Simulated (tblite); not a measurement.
# C2H14FPSi4: geometry relaxation (part 4 of 4)

The same run, continued: C2H14FPSi4; GFN2-xTB geometry optimisation, gas phase (tblite 0.8.0). 

Geometry of the input (Å):
```
F  -0.7227  -1.9287  -0.7746
Si 0.1301  -0.5801  -0.9157
C  -1.0465  0.8185  -1.2442
C  -2.0519  1.2448  -0.1596
Si -3.4670  0.0685  0.2505
P  1.2079  -0.2731  0.9711
Si 2.6811  1.1403  0.1594
Si 2.4917  -2.0418  0.7821
H  1.0706  -0.7437  -2.0467
H  -0.4513  1.7015  -1.4852
H  -1.6095  0.5779  -2.1669
H  -1.5214  1.4606  0.7811
H  -2.5174  2.1822  -0.4599
H  -2.9591  -1.1533  0.9105
H  -4.4306  0.7554  1.1516
H  -4.1724  -0.2955  -0.9996
H  3.2884  0.6384  -1.0881
H  1.9757  2.4043  -0.1251
H  3.7379  1.3804  1.1779
H  3.0754  -2.1448  -0.5746
H  3.5847  -1.9317  1.7673
H  1.6960  -3.2608  1.0809
```

**Trajectory as extended XYZ, continued**
```
22
Properties=species:S:1:pos:R:3:forces:R:3 step=122 energy=-698.30760
F    -0.7570   -2.0347   -1.1663    0.0100  -0.0050   0.0050
Si    0.0738   -0.6465   -1.1933    0.0010  -0.0010  -0.0080
C    -1.1220    0.7864   -1.5411    0.0020  -0.0040   0.0010
C    -1.8295    1.3213   -0.2957   -0.0020   0.0020  -0.0020
Si   -3.0823    0.1065    0.4653    0.0000  -0.0050   0.0000
P     1.0112   -0.4074    0.8038   -0.0040  -0.0080   0.0010
Si    2.3913    1.2767    0.3480    0.0030   0.0030   0.0110
Si    2.3768   -2.1691    0.8452   -0.0090   0.0000   0.0000
H     0.9871   -0.8909   -2.3107   -0.0050   0.0100  -0.0050
H    -0.5626    1.5984   -2.0139    0.0060  -0.0080  -0.0060
H    -1.8600    0.4541   -2.2732   -0.0100   0.0010   0.0050
H    -1.0735    1.5747    0.4534   -0.0080  -0.0040   0.0130
H    -2.3380    2.2564   -0.5473    0.0060   0.0010  -0.0070
H    -2.4283   -1.1092    0.9378    0.0120  -0.0030   0.0150
H    -3.7433    0.7855    1.5840   -0.0060   0.0110  -0.0050
H    -4.0780   -0.2276   -0.5587   -0.0080   0.0070  -0.0060
H     3.1166    1.1104   -0.9157    0.0070   0.0020   0.0020
H     1.5846    2.4941    0.2728   -0.0050  -0.0020  -0.0030
H     3.3404    1.3573    1.4556    0.0020   0.0020  -0.0020
H     3.1518   -2.3172   -0.3909    0.0050   0.0010   0.0030
H     3.2838   -1.9500    1.9717    0.0060   0.0010  -0.0040
H     1.5469   -3.3500    1.0615   -0.0040   0.0020  -0.0080
22
Properties=species:S:1:pos:R:3:forces:R:3 step=127 energy=-698.30813
F    -0.7514   -2.0404   -1.1562    0.0090  -0.0050  -0.0010
Si    0.0740   -0.6492   -1.1909    0.0010  -0.0010   0.0080
C    -1.1247    0.7799   -1.5417    0.0000  -0.0030   0.0030
C    -1.8301    1.3195   -0.2971    0.0010   0.0010   0.0020
Si   -3.0839    0.1071    0.4668   -0.0040   0.0080  -0.0030
P     1.0092   -0.4041    0.8073   -0.0030   0.0060  -0.0040
Si    2.3948    1.2772    0.3557    0.0000  -0.0010  -0.0060
Si    2.3748   -2.1649    0.8389    0.0050   0.0000  -0.0050
H     0.9880   -0.8917   -2.3079   -0.0050   0.0040  -0.0060
H    -0.5648    1.5880   -2.0208   -0.0050   0.0020   0.0040
H    -1.8665    0.4466   -2.2695    0.0030  -0.0080   0.0010
H    -1.0758    1.5729    0.4538    0.0020   0.0020  -0.0030
H    -2.3363    2.2544   -0.5531    0.0000   0.0040   0.0050
H    -2.4268   -1.1031    0.9519   -0.0060   0.0100  -0.0010
H    -3.7542    0.7916    1.5771    0.0030   0.0090  -0.0020
H    -4.0770   -0.2234   -0.5612   -0.0010  -0.0130  -0.0010
H     3.1270    1.1059   -0.9036    0.0040   0.0010   0.0030
H     1.5937    2.4978    0.2711   -0.0070  -0.0060   0.0020
H     3.3405    1.3560    1.4660    0.0010   0.0050   0.0060
H     3.1471   -2.3011   -0.4002    0.0070  -0.0060  -0.0010
H     3.2889   -1.9536    1.9613   -0.0040  -0.0020   0.0000
H     1.5431   -3.3460    1.0447    0.0000  -0.0040  -0.0010
22
Properties=species:S:1:pos:R:3:forces:R:3 step=131 energy=-698.30842
F    -0.7460   -2.0450   -1.1521   -0.0030  -0.0090  -0.0010
Si    0.0730   -0.6505   -1.1904    0.0010   0.0030  -0.0210
C    -1.1273    0.7762   -1.5436   -0.0110   0.0180  -0.0030
C    -1.8306    1.3209   -0.2999   -0.0020   0.0040  -0.0040
Si   -3.0830    0.1110    0.4680   -0.0100  -0.0080   0.0050
P     1.0077   -0.4033    0.8056    0.0380  -0.0140   0.0190
Si    2.3959    1.2779    0.3601   -0.0010  -0.0020   0.0170
Si    2.3750   -2.1652    0.8344   -0.0120   0.0000   0.0040
H     0.9816   -0.8914   -2.3124    0.0020   0.0040  -0.0020
H    -0.5690    1.5842   -2.0253   -0.0020  -0.0090  -0.0010
H    -1.8699    0.4401   -2.2699    0.0100  -0.0020   0.0130
H    -1.0755    1.5774    0.4489    0.0060  -0.0040   0.0010
H    -2.3376    2.2552   -0.5567    0.0010   0.0050  -0.0070
H    -2.4215   -1.0958    0.9550   -0.0070   0.0040   0.0020
H    -3.7511    0.7980    1.5776   -0.0020   0.0100   0.0010
H    -4.0775   -0.2264   -0.5567    0.0030  -0.0080   0.0020
H     3.1335    1.1086   -0.8958    0.0050   0.0010  -0.0030
H     1.5911    2.4959    0.2764   -0.0030   0.0000  -0.0030
H     3.3378    1.3584    1.4750   -0.0120   0.0000  -0.0100
H     3.1514   -2.3007   -0.4023    0.0010  -0.0010  -0.0030
H     3.2880   -1.9588    1.9587   -0.0070   0.0030   0.0000
H     1.5433   -3.3474    1.0377    0.0040   0.0050  -0.0050
22
Properties=species:S:1:pos:R:3:forces:R:3 step=135 energy=-698.30875
F    -0.7368   -2.0535   -1.1542    0.0020   0.0130  -0.0030
Si    0.0732   -0.6528   -1.1925    0.0060   0.0010   0.0090
C    -1.1320    0.7705   -1.5455    0.0060  -0.0080   0.0020
C    -1.8281    1.3242   -0.3022   -0.0060  -0.0020   0.0010
Si   -3.0806    0.1175    0.4717    0.0010   0.0060   0.0050
P     1.0075   -0.4055    0.8061   -0.0050  -0.0050  -0.0090
Si    2.3930    1.2790    0.3687    0.0020   0.0030  -0.0080
Si    2.3726   -2.1662    0.8292    0.0140  -0.0100  -0.0030
H     0.9814   -0.8869   -2.3163    0.0030   0.0020   0.0030
H    -0.5780    1.5736   -2.0391    0.0010   0.0050  -0.0030
H    -1.8784    0.4254   -2.2627   -0.0050   0.0010  -0.0060
H    -1.0691    1.5807    0.4430   -0.0050  -0.0030  -0.0040
H    -2.3328    2.2589   -0.5620    0.0030   0.0000  -0.0020
H    -2.4138   -1.0840    0.9633   -0.0060  -0.0070   0.0060
H    -3.7472    0.8093    1.5793   -0.0070   0.0070  -0.0040
H    -4.0728   -0.2302   -0.5522    0.0030  -0.0010   0.0100
H     3.1383    1.1120   -0.8833    0.0000   0.0020   0.0000
H     1.5857    2.4952    0.2813   -0.0010  -0.0020  -0.0020
H     3.3294    1.3600    1.4868   -0.0020   0.0030   0.0060
H     3.1534   -2.2949   -0.4056    0.0000  -0.0030  -0.0050
H     3.2839   -1.9635    1.9549   -0.0030   0.0000   0.0090
H     1.5410   -3.3492    1.0236    0.0000  -0.0020  -0.0020
22
Properties=species:S:1:pos:R:3:forces:R:3 step=139 energy=-698.30899
F    -0.7285   -2.0569   -1.1589   -0.0090  -0.0010   0.0010
Si    0.0760   -0.6536   -1.1927   -0.0060   0.0090  -0.0090
C    -1.1338    0.7652   -1.5480   -0.0070   0.0070  -0.0080
C    -1.8291    1.3250   -0.3068    0.0130  -0.0060  -0.0060
Si   -3.0788    0.1227    0.4780    0.0070  -0.0030   0.0000
P     1.0076   -0.4095    0.8061    0.0010   0.0060  -0.0010
Si    2.3902    1.2790    0.3740   -0.0030  -0.0050   0.0020
Si    2.3747   -2.1690    0.8243   -0.0010   0.0040   0.0040
H     0.9840   -0.8819   -2.3178    0.0090   0.0020   0.0030
H    -0.5810    1.5671   -2.0458   -0.0070  -0.0020   0.0000
H    -1.8818    0.4173   -2.2629    0.0090  -0.0020   0.0000
H    -1.0680    1.5834    0.4352   -0.0010   0.0050   0.0080
H    -2.3319    2.2598   -0.5705   -0.0020  -0.0090   0.0020
H    -2.4103   -1.0780    0.9717   -0.0090   0.0080   0.0090
H    -3.7430    0.8236    1.5815   -0.0030   0.0000  -0.0020
H    -4.0732   -0.2343   -0.5399   -0.0050   0.0020   0.0020
H     3.1407    1.1135   -0.8749    0.0020   0.0040  -0.0020
H     1.5802    2.4930    0.2852   -0.0030   0.0020  -0.0050
H     3.3206    1.3619    1.4971    0.0010   0.0020   0.0040
H     3.1551   -2.2906   -0.4110    0.0080  -0.0050  -0.0030
H     3.2789   -1.9673    1.9559    0.0050  -0.0050   0.0030
H     1.5410   -3.3511    1.0125    0.0010  -0.0110  -0.0020
22
Properties=species:S:1:pos:R:3:forces:R:3 step=144 energy=-698.30927
F    -0.7262   -2.0566   -1.1586   -0.0010   0.0100  -0.0050
Si    0.0770   -0.6521   -1.1952    0.0140  -0.0160   0.0110
C    -1.1364    0.7626   -1.5505    0.0110  -0.0080   0.0090
C    -1.8266    1.3244   -0.3080   -0.0150   0.0030   0.0130
Si   -3.0781    0.1268    0.4815   -0.0140   0.0040  -0.0060
P     1.0110   -0.4116    0.8039   -0.0070  -0.0050  -0.0100
Si    2.3906    1.2801    0.3773    0.0010   0.0030  -0.0030
Si    2.3775   -2.1725    0.8208   -0.0050   0.0000  -0.0040
H     0.9872   -0.8773   -2.3193    0.0030  -0.0030   0.0020
H    -0.5886    1.5633   -2.0543    0.0030   0.0130  -0.0060
H    -1.8853    0.4082   -2.2604   -0.0090   0.0030  -0.0040
H    -1.0663    1.5840    0.4350    0.0070  -0.0030  -0.0150
H    -2.3291    2.2588   -0.5726   -0.0080   0.0020   0.0040
H    -2.4136   -1.0707    0.9856    0.0030  -0.0040   0.0120
H    -3.7493    0.8337    1.5771    0.0050   0.0020  -0.0030
H    -4.0713   -0.2364   -0.5355    0.0000   0.0010  -0.0020
H     3.1471    1.1186   -0.8688    0.0010   0.0020   0.0040
H     1.5764    2.4913    0.2836    0.0010  -0.0010  -0.0030
H     3.3144    1.3657    1.5058   -0.0010   0.0030  -0.0020
H     3.1604   -2.2926   -0.4143    0.0020  -0.0010   0.0160
H     3.2772   -1.9730    1.9572    0.0000  -0.0090  -0.0090
H     1.5417   -3.3554    1.0020    0.0100   0.0030  -0.0010
22
Properties=species:S:1:pos:R:3:forces:R:3 step=148 energy=-698.30953
F    -0.7221   -2.0580   -1.1612   -0.0040   0.0010  -0.0060
Si    0.0799   -0.6533   -1.1958   -0.0010   0.0090  -0.0050
C    -1.1375    0.7581   -1.5534   -0.0080   0.0050  -0.0030
C    -1.8283    1.3242   -0.3124   -0.0020  -0.0030  -0.0060
Si   -3.0788    0.1321    0.4868   -0.0010  -0.0090   0.0050
P     1.0120   -0.4153    0.8028   -0.0030   0.0060   0.0100
Si    2.3896    1.2802    0.3838   -0.0030   0.0000  -0.0010
Si    2.3793   -2.1748    0.8146    0.0020  -0.0020   0.0020
H     0.9935   -0.8731   -2.3181    0.0010  -0.0080  -0.0020
H    -0.5941    1.5592   -2.0625    0.0010  -0.0050   0.0080
H    -1.8868    0.3987   -2.2612   -0.0010   0.0030   0.0070
H    -1.0662    1.5907    0.4259    0.0010  -0.0050  -0.0030
H    -2.3348    2.2555   -0.5808   -0.0010   0.0060  -0.0030
H    -2.4143   -1.0609    1.0033   -0.0010   0.0050   0.0030
H    -3.7477    0.8506    1.5763    0.0030   0.0010   0.0010
H    -4.0754   -0.2403   -0.5235    0.0040   0.0020  -0.0050
H     3.1542    1.1223   -0.8575    0.0050  -0.0020   0.0010
H     1.5727    2.4887    0.2834   -0.0040   0.0040  -0.0010
H     3.3051    1.3694    1.5187    0.0010   0.0020  -0.0010
H     3.1665   -2.2902   -0.4170    0.0110   0.0030  -0.0020
H     3.2754   -1.9837    1.9545    0.0060  -0.0020   0.0000
H     1.5474   -3.3607    0.9858   -0.0070  -0.0090   0.0020
22
Properties=species:S:1:pos:R:3:forces:R:3 step=152 energy=-698.30963
F    -0.7227   -2.0561   -1.1631   -0.0010   0.0020  -0.0050
Si    0.0811   -0.6521   -1.1977   -0.0030  -0.0010   0.0040
C    -1.1389    0.7576   -1.5537    0.0010  -0.0030  -0.0010
C    -1.8281    1.3234   -0.3119    0.0010   0.0020   0.0020
Si   -3.0799    0.1324    0.4880    0.0050   0.0070  -0.0020
P     1.0129   -0.4154    0.8021    0.0020  -0.0030  -0.0030
Si    2.3894    1.2815    0.3836   -0.0010   0.0010  -0.0010
Si    2.3797   -2.1765    0.8140    0.0030  -0.0040  -0.0010
H     0.9952   -0.8742   -2.3194   -0.0040  -0.0030   0.0020
H    -0.5965    1.5585   -2.0639   -0.0020   0.0020   0.0030
H    -1.8893    0.3969   -2.2591   -0.0030   0.0010  -0.0060
H    -1.0640    1.5876    0.4252   -0.0050  -0.0010   0.0040
H    -2.3331    2.2562   -0.5791    0.0010  -0.0040   0.0000
H    -2.4172   -1.0582    1.0111    0.0030  -0.0020   0.0010
H    -3.7509    0.8543    1.5738    0.0000   0.0030   0.0020
H    -4.0731   -0.2409   -0.5252    0.0030  -0.0020  -0.0030
H     3.1578    1.1249   -0.8559   -0.0010  -0.0030   0.0050
H     1.5707    2.4891    0.2814    0.0010  -0.0020  -0.0010
H     3.3030    1.3718    1.5201   -0.0020   0.0020  -0.0030
H     3.1710   -2.2918   -0.4159    0.0000   0.0050   0.0060
H     3.2757   -1.9868    1.9546   -0.0010  -0.0030  -0.0020
H     1.5467   -3.3630    0.9833    0.0020   0.0050   0.0000
```

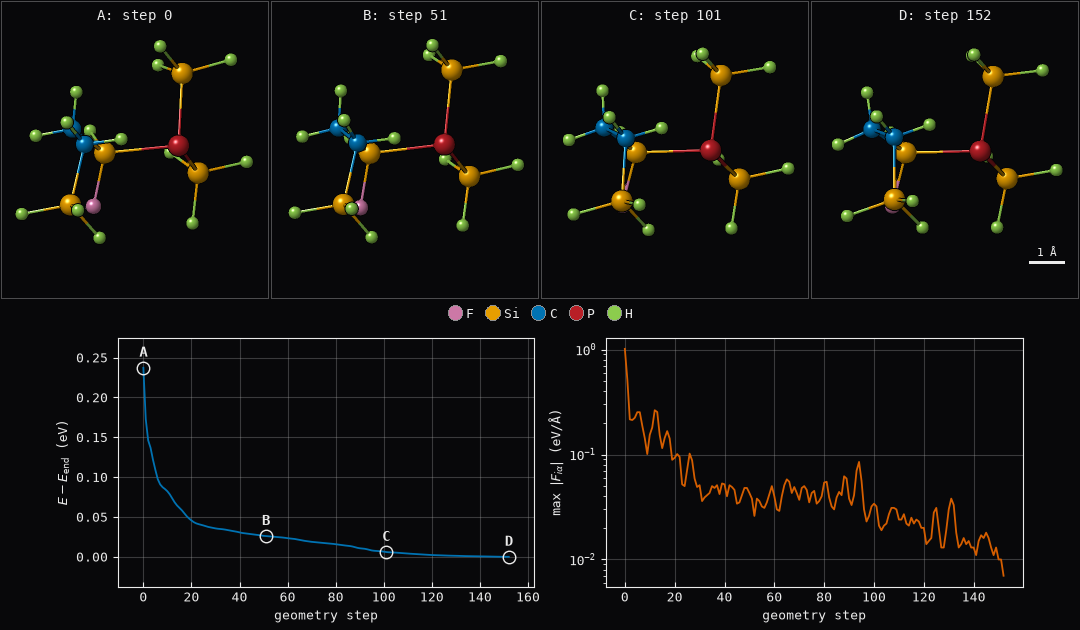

Frames of the relaxation (ball-and-stick view, seen at a tilt) above the curves, on which the letters mark them (steps are counted from 0).

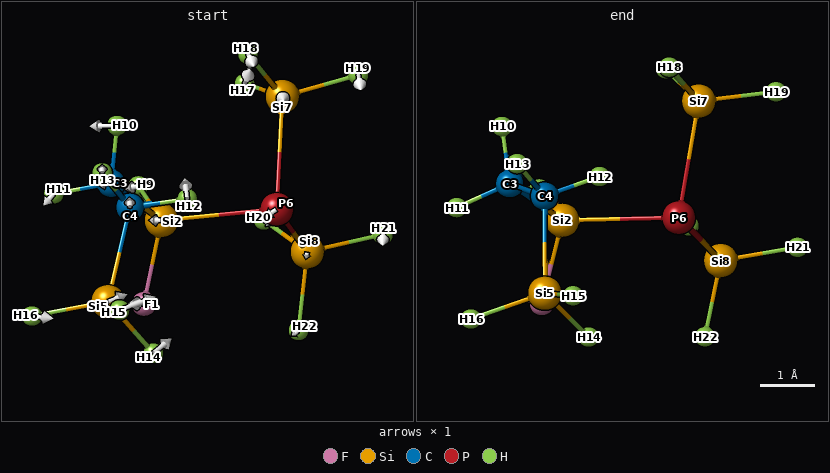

Before (left) and after (right) the relaxation, at one scale (ball-and-stick view, seen at a tilt). The white arrows give the displacements, at true length. The energy falls by 0.237 eV in 152 geometry steps. Largest force component: 1 eV/Å at the start, 0.007 eV/Å at the end. The atom that moves furthest after the best rigid fit is H15 (0.80 Å). Largest moves by element: H 0.80 Å, Si 0.46 Å, F 0.41 Å, C 0.33 Å, P 0.29 Å. Among the contacts that change: Si2–C3 1.857 → 1.898 Å, P6–Si8 2.194 → 2.229 Å, P6–Si7 2.197 → 2.225 Å, Si7–H19 1.487 → 1.461 Å. Among the angles that change: Si7–P6–Si8 95.4° → 103.0°, F1–Si2–H9 108.2° → 101.2°, Si2–C3–C4 119.9° → 114.3°. (Atoms are counted from 1 in the order of the input.)

**Results in brief**

- outcome: converged
- total energy: −698.3096 eV
- hardware: 1 CPU thread, shared host
- wall time: 3.5 s
- peak memory: 0.18 GiB
